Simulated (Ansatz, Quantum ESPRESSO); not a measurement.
# Work-function anisotropy of Sr, part 5 of 6

Aim: the work function of the low-index faces of Sr, their order, and how far the functional matters.

Quantum ESPRESSO 7.5; plane-wave DFT, PBE, GBRV ultrasoft pseudopotentials; geometry and cross-check by Ansatz 0.2.0 with PAW datasets.

So far. Step 11 (Potential by pp.x of (100)): On (100) the work function under LDA lies +0.14 eV from PBE's. Step 12 (Relaxation with Ansatz of (110)): The relaxation lowers the energy by 2 meV an atom. Held were the atoms numbered 3, 4 and 5; the forces quoted are those on the free ones.

### Step 13. Self-consistent run of (110), PBE

Level of this step: plane-wave DFT, PBE, GBRV ultrasoft pseudopotentials (Quantum ESPRESSO 7.5).

110.pbe.in reads:

```
&control
  prefix = '110.pbe'
  outdir = './out'
  pseudo_dir = './pseudo'
  calculation = 'scf'
  tprnfor = .true.
/
&system
  ibrav = 0
  nat = 7
  ntyp = 1
  ecutwfc = 40
  ecutrho = 200
  occupations = 'smearing'
  smearing = 'mv'
  degauss = 0.02
/
&electrons
  conv_thr = 1e-07
  mixing_beta = 0.4
  electron_maxstep = 120
  mixing_mode = 'local-TF'
/
ATOMIC_SPECIES
  Sr  87.6200  sr_pbe_v1.uspp.F.UPF
CELL_PARAMETERS angstrom
  6.08000000000000 0.00000000000000 0.00000000000000
  0.00000000000000 4.29920922960000 0.00000000000000
  0.00000000000000 0.00000000000000 28.89762768880000
ATOMIC_POSITIONS crystal
  Sr  0.000000000000 0.000000000000 0.281312948731
  Sr  0.500000000000 0.500000000000 0.353660876950
  Sr  0.000000000000 0.000000000000 0.425613111300
  Sr  0.500000000000 0.500000000000 0.500000000000
  Sr  0.000000000000 0.000000000000 0.574386888700
  Sr  0.500000000000 0.500000000000 0.646339126100
  Sr  0.000000000000 0.000000000000 0.718687030358
K_POINTS automatic
  4 8 1 0 0 0
```

Run with:

```sh
$ OMP_NUM_THREADS=1 mpirun -n 4 pw.x -nk 2 -in 110.pbe.in > 110.pbe.out
```

What it wrote:

```text
[banner, memory and clock lines left out]
Program PWSCF v.7.5 starts

          URL

     Message from routine setup:
     using ibrav=0 with symmetry is DISCOURAGED, use correct ibrav instead

     bravais-lattice index     =            0
     lattice parameter (alat)  =      11.4895  a.u.
     unit-cell volume          =    5097.4263 (a.u.)^3
     number of atoms/cell      =            7
     number of atomic types    =            1
     number of electrons       =        70.00
     number of Kohn-Sham states=           42
     kinetic-energy cutoff     =      40.0000  Ry
     charge density cutoff     =     200.0000  Ry
     scf convergence threshold =      1.0E-07
     mixing beta               =       0.4000
     number of iterations used =            8  local-TF  mixing
     Exchange-correlation= SLA  PW   PBE  PBE
                           (   1   4   3   4   0   0   0)

     celldm(1)=  11.489535  celldm(2)=   0.000000  celldm(3)=   0.000000
     celldm(4)=   0.000000  celldm(5)=   0.000000  celldm(6)=   0.000000

     crystal axes: (cart. coord. in units of alat)
               a(1) = (   1.000000   0.000000   0.000000 )
               a(2) = (   0.000000   0.707107   0.000000 )
               a(3) = (   0.000000   0.000000   4.752899 )

     reciprocal axes: (cart. coord. in units 2 pi/alat)
               b(1) = (  1.000000  0.000000  0.000000 )
               b(2) = (  0.000000  1.414214  0.000000 )
               b(3) = (  0.000000  0.000000  0.210398 )

     PseudoPot. # 1 for Sr read from file:
     ./pseudo/sr_pbe_v1.uspp.F.UPF
     Pseudo is Ultrasoft + core correction, Zval = 10.0
     Generated by new atomic code, or converted to UPF format
     Using radial grid of  883 points,  6 beta functions with:
                l(1) =   0
                l(2) =   0
                l(3) =   1
                l(4) =   1
                l(5) =   2
                l(6) =   2
     Q(r) pseudized with  6 coefficients,  rinner =    1.400   1.400   1.400
                                                       1.400   1.400

     atomic species   valence    mass     pseudopotential
     Sr               10.00    87.62000     Sr( 1.00)

      8 Sym. Ops., with inversion, found

   Cartesian axes

     site n.     atom                  positions (alat units)
         1        Sr     tau(   1) = (   0.0000000   0.0000000   1.3370521  )
         2        Sr     tau(   2) = (   0.5000000   0.3535534   1.6809145  )
         3        Sr     tau(   3) = (   0.0000000   0.0000000   2.0228963  )
         4        Sr     tau(   4) = (   0.5000000   0.3535534   2.3764496  )
         5        Sr     tau(   5) = (   0.0000000   0.0000000   2.7300030  )
         6        Sr     tau(   6) = (   0.5000000   0.3535534   3.0719848  )
         7        Sr     tau(   7) = (   0.0000000   0.0000000   3.4158471  )

     number of k points=    15  Marzari-Vanderbilt smearing, width (Ry)=  0.0200
                       cart. coord. in units 2pi/alat
        k(    1) = (   0.0000000   0.0000000   0.0000000), wk =   0.0625000
        k(    2) = (   0.0000000   0.1767767   0.0000000), wk =   0.1250000
        k(    3) = (   0.0000000   0.3535534   0.0000000), wk =   0.1250000
        k(    4) = (   0.0000000   0.5303301   0.0000000), wk =   0.1250000
        k(    5) = (   0.0000000  -0.7071068   0.0000000), wk =   0.0625000
        k(    6) = (   0.2500000   0.0000000   0.0000000), wk =   0.1250000
        k(    7) = (   0.2500000   0.1767767   0.0000000), wk =   0.2500000
        k(    8) = (   0.2500000   0.3535534   0.0000000), wk =   0.2500000
        k(    9) = (   0.2500000   0.5303301   0.0000000), wk =   0.2500000
        k(   10) = (   0.2500000  -0.7071068   0.0000000), wk =   0.1250000
        k(   11) = (  -0.5000000   0.0000000   0.0000000), wk =   0.0625000
        k(   12) = (  -0.5000000   0.1767767   0.0000000), wk =   0.1250000
        k(   13) = (  -0.5000000   0.3535534   0.0000000), wk =   0.1250000
        k(   14) = (  -0.5000000   0.5303301   0.0000000), wk =   0.1250000
        k(   15) = (  -0.5000000  -0.7071068   0.0000000), wk =   0.0625000

     Dense  grid:   243599 G-vectors     FFT dimensions: (  54,  40, 250)

     Smooth grid:   174229 G-vectors     FFT dimensions: (  48,  36, 225)

     Initial potential from superposition of free atoms

     starting charge      69.7644, renormalised to      70.0000

     negative rho (up, down):  4.389E-01 0.000E+00
     Starting wfcs are   91 randomized atomic wfcs

     per-process dynamical memory:   143.0 Mb

     Self-consistent Calculation

     iteration #  1     ecut=    40.00 Ry     beta= 0.40
     Davidson diagonalization with overlap
     ethr =  1.00E-02,  avg # of iterations =  2.0

     negative rho (up, down):  4.401E-01 0.000E+00

     total energy              =    -490.98478887 Ry
     estimated scf accuracy    <       1.04674048 Ry

     iteration #  2     ecut=    40.00 Ry     beta= 0.40
     Davidson diagonalization with overlap
     ethr =  1.50E-03,  avg # of iterations =  1.0

     negative rho (up, down):  4.454E-01 0.000E+00

     total energy              =    -490.87175528 Ry
     estimated scf accuracy    <       0.62685494 Ry

     iteration #  3     ecut=    40.00 Ry     beta= 0.40
     Davidson diagonalization with overlap
     ethr =  8.96E-04,  avg # of iterations =  3.1

     negative rho (up, down):  4.498E-01 0.000E+00

     total energy              =    -490.92034950 Ry
     estimated scf accuracy    <       0.04944508 Ry

     iteration #  4     ecut=    40.00 Ry     beta= 0.40
     Davidson diagonalization with overlap
     ethr =  7.06E-05,  avg # of iterations =  6.0

     negative rho (up, down):  4.571E-01 0.000E+00

     total energy              =    -490.91919457 Ry
     estimated scf accuracy    <       0.04506231 Ry

     iteration #  5     ecut=    40.00 Ry     beta= 0.40
     Davidson diagonalization with overlap
     ethr =  6.44E-05,  avg # of iterations =  5.6

     negative rho (up, down):  4.554E-01 0.000E+00

     total energy              =    -490.92400997 Ry
     estimated scf accuracy    <       0.00519729 Ry

     iteration #  6     ecut=    40.00 Ry     beta= 0.40
     Davidson diagonalization with overlap
     ethr =  7.42E-06,  avg # of iterations =  7.4

     negative rho (up, down):  4.559E-01 0.000E+00

     total energy              =    -490.92382644 Ry
     estimated scf accuracy    <       0.00387520 Ry

     iteration #  7     ecut=    40.00 Ry     beta= 0.40
     Davidson diagonalization with overlap
     ethr =  5.54E-06,  avg # of iterations =  5.9

[...]
0.7791   0.9720   1.3206   1.4833   1.7628   1.9239   2.2083   2.2266
     2.3504   2.4005

          k = 0.0000 0.1768 0.0000 ( 21775 PWs)   bands (ev):

   -35.7960 -35.7960 -35.1642 -35.1625 -35.1591 -35.1194 -35.1180 -17.7965
   -17.7965 -17.7588 -17.7588 -17.6958 -17.6958 -17.2054 -17.2000 -17.1788
   -17.1654 -17.1357 -17.1349 -17.1326 -17.1173 -17.1019 -17.0858 -17.0723
   -17.0696 -17.0550 -17.0546 -17.0528  -1.8641  -1.4456  -0.7610   0.0687
     0.9012   1.1036   1.4155   1.5935   1.8096   1.9789   2.1472   2.1608
     2.2887   2.3901

          k = 0.0000 0.3536 0.0000 ( 21786 PWs)   bands (ev):

   -35.7945 -35.7945 -35.1623 -35.1609 -35.1576 -35.1184 -35.1167 -17.7936
   -17.7936 -17.7545 -17.7545 -17.7287 -17.7287 -17.2088 -17.1813 -17.1798
   -17.1564 -17.1536 -17.1424 -17.1398 -17.1329 -17.1217 -17.0970 -17.0902
   -17.0881 -17.0785 -17.0655 -17.0627  -1.3970  -0.9955  -0.3494   0.4179
     1.1432   1.4258   1.5085   1.7950   1.8794   2.0124   2.0156   2.0270
     2.1635   2.1965

          k = 0.0000 0.5303 0.0000 ( 21830 PWs)   bands (ev):

   -35.7931 -35.7931 -35.1604 -35.1593 -35.1561 -35.1174 -35.1154 -17.7908
   -17.7907 -17.7612 -17.7612 -17.7502 -17.7502 -17.2167 -17.1923 -17.1803
   -17.1677 -17.1672 -17.1561 -17.1388 -17.1301 -17.1238 -17.1226 -17.1057
   -17.0945 -17.0878 -17.0846 -17.0657  -0.6827  -0.3211   0.2281   0.8097
     1.0762   1.1981   1.2210   1.8791   1.9115   1.9353   1.9484   2.0117
     2.0840   2.1244

          k = 0.0000-0.7071 0.0000 ( 21788 PWs)   bands (ev):

   -35.7925 -35.7925 -35.1597 -35.1586 -35.1555 -35.1169 -35.1149 -17.7896
   -17.7895 -17.7746 -17.7746 -17.7484 -17.7484 -17.2215 -17.2023 -17.1874
   -17.1807 -17.1804 -17.1398 -17.1304 -17.1303 -17.1285 -17.1277 -17.1055
   -17.0988 -17.0948 -17.0938 -17.0673   0.1906   0.1912   0.4533   0.4862
     0.7208   0.9472   1.0207   1.8287   1.8859   1.9295   1.9570   1.9579
     2.0834   2.1736

          k = 0.2500 0.0000 0.0000 ( 21755 PWs)   bands (ev):

   -35.7965 -35.7965 -35.1644 -35.1629 -35.1597 -35.1205 -35.1188 -17.7987
   -17.7986 -17.7608 -17.7608 -17.6818 -17.6818 -17.2235 -17.2046 -17.1740
   -17.1653 -17.1605 -17.1259 -17.0993 -17.0911 -17.0849 -17.0844 -17.0789
   -17.0644 -17.0558 -17.0486 -17.0471  -1.7077  -1.3081  -0.6670   0.0716
     0.3280   0.6425   0.7093   1.4616   1.6304   1.8469   1.9581   2.2321
     2.4567   2.4958

          k = 0.2500 0.1768 0.0000 ( 21728 PWs)   bands (ev):

   -35.7959 -35.7959 -35.1637 -35.1623 -35.1590 -35.1199 -35.1182 -17.7972
   -17.7971 -17.7593 -17.7592 -17.6956 -17.6956 -17.2200 -17.1999 -17.1711
   -17.1674 -17.1589 -17.1253 -17.1127 -17.1046 -17.0991 -17.0846 -17.0776
   -17.0751 -17.0612 -17.0574 -17.0500  -1.5522  -1.1538  -0.5157   0.2232
     0.4595   0.7745   0.8697   1.4787   1.7018   1.8553   2.0008   2.2375
     2.3868   2.4337

          k = 0.2500 0.3536 0.0000 ( 21769 PWs)   bands (ev):

   -35.7945 -35.7945 -35.1620 -35.1608 -35.1576 -35.1187 -35.1168 -17.7938
   -17.7937 -17.7555 -17.7555 -17.7288 -17.7288 -17.2128 -17.1906 -17.1760
   -17.1680 -17.1577 -17.1381 -17.1374 -17.1278 -17.1225 -17.0971 -17.0892
   -17.0871 -17.0741 -17.0643 -17.0577  -1.1103  -0.7185  -0.0983   0.6194
     0.7891   1.0901   1.2751   1.5179   1.8249   1.8515   1.8994   2.0467
     2.2540   2.3426

          k = 0.2500 0.5303 0.0000 ( 21777 PWs)   bands (ev):

   -35.7931 -35.7931 -35.1603 -35.1592 -35.1561 -35.1174 -35.1154 -17.7904
   -17.7903 -17.7616 -17.7616 -17.7518 -17.7518 -17.2107 -17.2002 -17.1867
   -17.1765 -17.1736 -17.1592 -17.1531 -17.1354 -17.1199 -17.1021 -17.0997
   -17.0983 -17.0806 -17.0696 -17.0686  -0.4504  -0.0789   0.4801   0.9747
     1.0681   1.3373   1.4391   1.4721   1.4783   1.6977   1.9522   2.0527
     2.0570   2.1655

          k = 0.2500-0.7071 0.0000 ( 21820 PWs)   bands (ev):

   -35.7925 -35.7925 -35.1596 -35.1586 -35.1555 -35.1169 -35.1149 -17.7890
   -17.7889 -17.7751 -17.7751 -17.7503 -17.7503 -17.2129 -17.2068 -17.2009
   -17.1853 -17.1847 -17.1596 -17.1552 -17.1292 -17.1155 -17.1063 -17.1016
   -17.0967 -17.0874 -17.0782 -17.0690   0.3124   0.3305   0.6507   0.6599
     0.9820   1.1772   1.2783   1.7371   1.7372   1.7718   1.7905   1.8310
     1.8982   1.9687

          k =-0.5000 0.0000 0.0000 ( 21740 PWs)   bands (ev):

   -35.7965 -35.7965 -35.1638 -35.1627 -35.1596 -35.1211 -35.1190 -17.7995
   -17.7994 -17.7611 -17.7611 -17.6815 -17.6815 -17.2345 -17.2011 -17.1909
   -17.1584 -17.1471 -17.1245 -17.0909 -17.0890 -17.0797 -17.0784 -17.0713
   -17.0694 -17.0638 -17.0582 -17.0540  -0.8521  -0.8033  -0.5604  -0.4135
    -0.0815   0.0818   0.2903   1.4864   1.6393   1.7863   1.9851   2.1628
     2.4207   2.4495

          k =-0.5000 0.1768 0.0000 ( 21744 PWs)   bands (ev):

   -35.7959 -35.7959 -35.1632 -35.1621 -35.1590 -35.1205 -35.1184 -17.7979
   -17.7978 -17.7597 -17.7597 -17.6955 -17.6955 -17.2298 -17.1955 -17.1891
   -17.1569 -17.1526 -17.1237 -17.1195 -17.0992 -17.0930 -17.0757 -17.0729
   -17.0718 -17.0654 -17.0638 -17.0588  -0.7132  -0.6648  -0.4146  -0.2705
     0.0786   0.2361   0.4689   1.5079   1.7061   1.7976   2.0353   2.1897
     2.4168   2.4338

          k =-0.5000 0.3536 0.0000 ( 21740 PWs)   bands (ev):

   -35.7945 -35.7945 -35.1617 -35.1606 -35.1575 -35.1190 -35.1169 -17.7940
   -17.7939 -17.7565 -17.7565 -17.7290 -17.7290 -17.2177 -17.1885 -17.1852
   -17.1656 -17.1580 -17.1545 -17.1383 -17.1257 -17.1181 -17.0925 -17.0868
   -17.0732 -17.0679 -17.0660 -17.0639  -0.3365  -0.2886  -0.0216   0.1174
     0.5060   0.6507   0.9675   1.5587   1.8576   1.8848   2.1410   2.1915
     2.2339   2.2493

          k =-0.5000 0.5303 0.0000 ( 21778 PWs)   bands (ev):

   -35.7931 -35.7931 -35.1602 -35.1592 -35.1561 -35.1175 -35.1155 -17.7900
   -17.7899 -17.7620 -17.7620 -17.7534 -17.7534 -17.2072 -17.2038 -17.2022
   -17.1722 -17.1714 -17.1654 -17.1581 -17.1503 -17.1150 -17.1027 -17.0996
   -17.0787 -17.0743 -17.0701 -17.0637   0.1550   0.2052   0.4946   0.6339
     1.0382   1.1872   1.6184   1.6357   1.7124   1.7710   1.8080   1.9466
     1.9532   2.0726

          k =-0.5000-0.7071 0.0000 ( 21740 PWs)   bands (ev):

   -35.7925 -35.7925 -35.1596 -35.1585 -35.1554 -35.1169 -35.1148 -17.7883
   -17.7882 -17.7756 -17.7756 -17.7522 -17.7522 -17.2196 -17.2132 -17.1943
   -17.1895 -17.1806 -17.1716 -17.1644 -17.1293 -17.1211 -17.1131 -17.0974
   -17.0799 -17.0779 -17.0741 -17.0633   0.4577   0.5121   0.8592   1.0088
     1.4026   1.4231   1.4716   1.4724   1.4850   1.5652   1.6516   1.7893
     1.8886   2.0635

     the Fermi energy is     1.4453 ev

!    total energy              =    -490.92387316 Ry
     estimated scf accuracy    <          8.1E-09 Ry
     smearing contrib. (-TS)   =      -0.00387939 Ry
     internal energy E=F+TS    =    -490.91999377 Ry

     The total energy is F=E-TS. E is the sum of the following terms:
     one-electron contribution =   -1631.90799309 Ry
     hartree contribution      =     812.91586475 Ry
     xc contribution           =    -126.72473732 Ry
     ewald contribution        =     454.79687189 Ry

     convergence has been achieved in  17 iterations

     negative rho (up, down):  4.564E-01 0.000E+00

     Forces acting on atoms (cartesian axes, Ry/au):

     atom    1 type  1   force =     0.00000000    0.00000000   -0.00005243
     atom    2 type  1   force =     0.00000000    0.00000000    0.00019869
     atom    3 type  1   force =     0.00000000    0.00000000    0.00039499
     atom    4 type  1   force =     0.00000000    0.00000000    0.00000000
     atom    5 type  1   force =     0.00000000    0.00000000   -0.00039499
     atom    6 type  1   force =     0.00000000    0.00000000   -0.00019869
     atom    7 type  1   force =     0.00000000    0.00000000    0.00005243

     Total force =     0.000630     Total SCF correction =     0.000264
     SCF correction compared to forces is large: reduce conv_thr to get better values

     XML data file, charge density, pseudopotentials, collected wavefunctions

                                        0.00s GPU  (     727 calls)
```

Run time: 2.7 min. Hardware: 4 MPI ranks of Arm Neoverse V1, shared host; peak memory 1.4 GiB.

Numbers from this step:

* free energy: -6679.3596 eV
* Fermi energy: 1.445 eV

### Step 14. Electrostatic potential of (110)

110.pbe.pot.in reads:

```
&inputpp
  prefix = '110.pbe'
  outdir = './out'
  filplot = '110.pbe.pot.dat'
  plot_num = 11
/
```

Run with:

```sh
$ OMP_NUM_THREADS=1 mpirun -n 4 pp.x -in 110.pbe.pot.in > 110.pbe.pot.out
```

What it wrote:

```text
[banner, memory and clock lines left out]
Program POST-PROC v.7.5 starts

          URL

     ./out/110.pbe.save/

     IMPORTANT: XC functional enforced from input :
     Exchange-correlation= PBE
                           (   1   4   3   4   0   0   0)
     Any further DFT definition will be discarded
     Please, verify this is what you really want

     negative rho (up, down):  4.564E-01 0.000E+00

     Calling punch_plot, plot_num =  11
     Writing data to file  110.pbe.pot.dat
     Message from routine chdens:
     namelist plot not found or invalid, exiting
```

Wall time 1.4 s (4 MPI ranks); peak memory 0.23 GiB.

Numbers from this step:

```
work function of the upper face                                       : 2.563 eV
slope of the potential above                                          : 0.002866 eV/Å
upper vacuum line continued to the top atoms, over the Fermi level    : 2.548 eV
work function of the lower face                                       : 2.563 eV
slope of the potential below                                          : -0.002023 eV/Å
lower vacuum line continued to the bottom atoms, over the Fermi level : 2.552 eV
```

The potential energy, planar mean oscillates, so the rows of the table below give means over windows of 2.08 Å about each position, cut where the curve ends. Its maxima inside the range that stand out by 2 % of the span (Å: eV): 9.2: -1.17, 11.2: -1.06, 13.4: -0.837, 15.5: -0.837, 17.7: -1.06, 19.7: -1.17. Its minima: 8.1: -8.33, 10.2: -8.02, 12.3: -8.08, 14.4: -8.10, 16.6: -8.08, 18.7: -8.02, 20.8: -8.33.

Electrostatic potential energy of an electron; zero at the Fermi level. Table of potential energy, planar mean by z; means over each step:

| z (Å) | potential energy, planar mean (eV) |
| --- | --- |
| 1.04 | 2.56 |
| 3.12 | 2.56 |
| 5.20 | 2.40 |
| 7.28 | -2.13 |
| 9.36 | -4.24 |
| 11.44 | -4.17 |
| 13.52 | -3.87 |
| 15.60 | -3.86 |
| 17.68 | -4.17 |
| 19.76 | -4.27 |
| 21.84 | -1.04 |
| 23.92 | 2.45 |
| 26.00 | 2.56 |
| 28.08 | 2.56 |

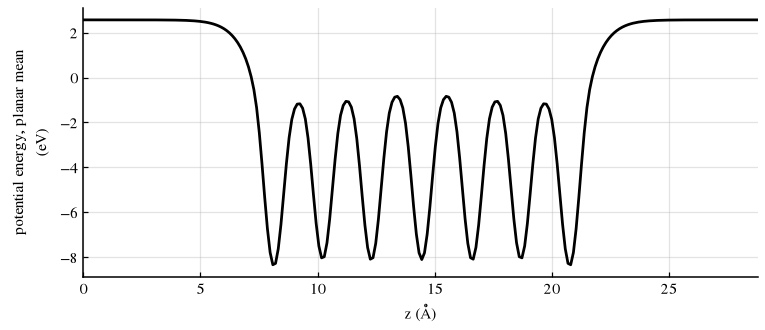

Potential energy, planar mean against z.

(Part 5 of 6 ends here.)

[Logs are printed without paths, hosts, clocks, repeated set-up lines and the standing remarks that a program may print on its own settings, such as how far it seeks lower states.]

[Hosts, paths, dates, database ids (printed as entryN), source tags and the programs' standing remarks are cut or masked in the printed files.]

[Maps of the electrostatic potential energy from Ansatz leave out the sawtooth potential of an applied field or a dipole correction, so their vacuum need not be flat; planar profiles and work functions include it.]
